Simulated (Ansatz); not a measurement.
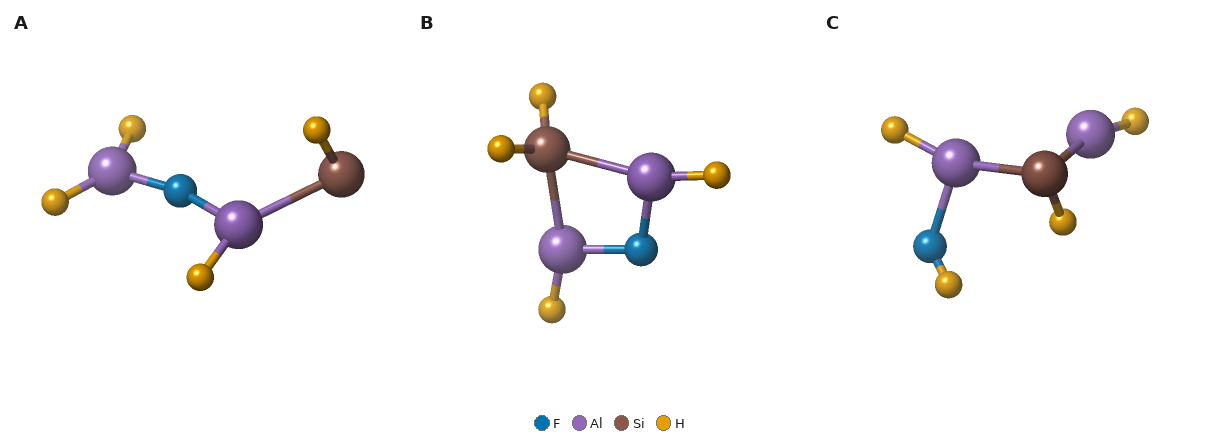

3 stationary structures of one formula. The species has charge +1 and is a spin singlet. Geometries: PBE-D4/def2-SVP. Electronic energies: PBE-D4/def2-SVP (Ansatz 0.2.0), without zero-point energy. No frequency run is at hand to confirm each as a minimum. Each is one conformer, not always the lowest.

Question: Which structure is the most stable?

Answer: B is lowest (C2v); A lies 43.0 kcal/mol above it (C1), C lies 56.0 kcal/mol above it (C1).
